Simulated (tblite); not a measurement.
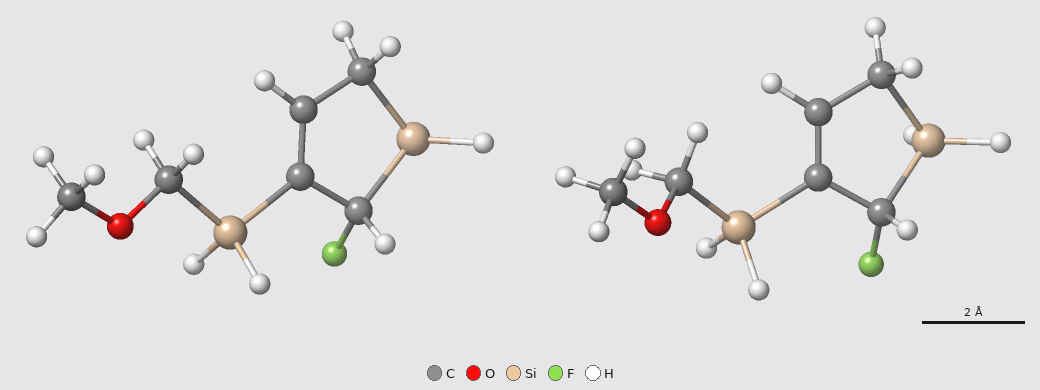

Two geometries of C$_{6}$H$_{13}$FOSi$_{2}$, drawn at one scale. One is the start of a relaxation, the other its converged end. A ball-and-stick model, seen at a tilt.

Method: tblite 0.8.0, GFN2-xTB geometry optimisation, gas phase. 

Q: Which of the two is the end point?

A: The left one is the relaxed one. The energy falls by 14.6 kcal/mol in 183 geometry steps. The atom that moves furthest after the best rigid fit is an H atom (1.10 Å). By element the largest moves are H 1.10 Å, F 0.51 Å, Si 0.51 Å, C 0.50 Å, O 0.41 Å. Near-neighbour distances that change, for instance: C–Si 1.835 → 1.907 Å, C–Si 1.873 → 1.926 Å, C–H 1.141 → 1.088 Å, C–H 1.122 → 1.081 Å. Among the angles between lasting bonds that change: F–C–H 112.0° → 104.4°, Si–C–H 105.5° → 112.8°, H–C–H 113.1° → 106.0°. Groups turn about C–Si by about 50°, C–Si by about 20°, C–Si by about 20°.
